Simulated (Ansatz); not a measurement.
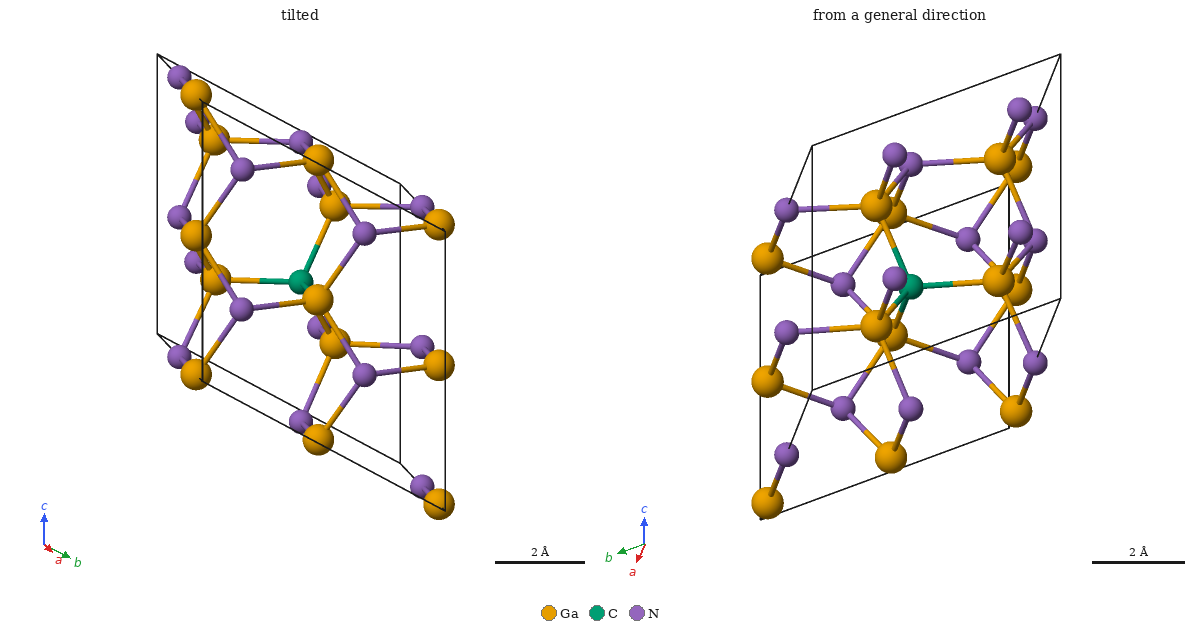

We look at a ball-and-stick model of the crystal slightly off an axis and from a general direction. The parallelepiped is the supercell. The host is GaN, in a cell of 16 sites, and the cell carries a charge of -1.

How does this supercell depart from the perfect host?

Carbon on a nitrogen site (a substitutional impurity). It is bonded to four Ga in a tetrahedral arrangement at about 1.9 Å.

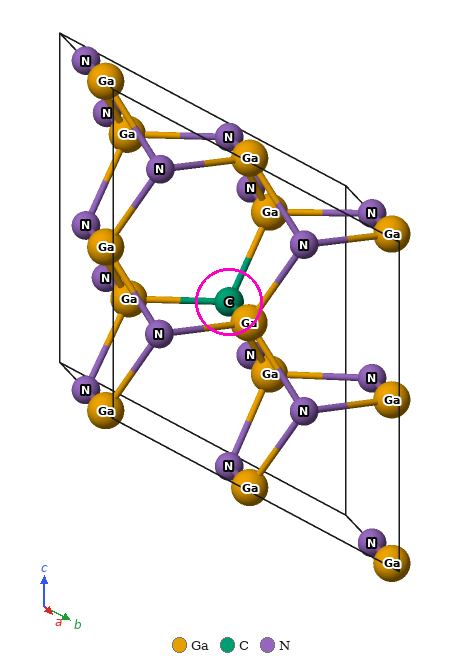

The same cell with a ring at the defect's site.

The atoms were relaxed in the host's cell with DFT PBE, scalar-relativistic, plane waves, PAW in Ansatz 0.2.0.
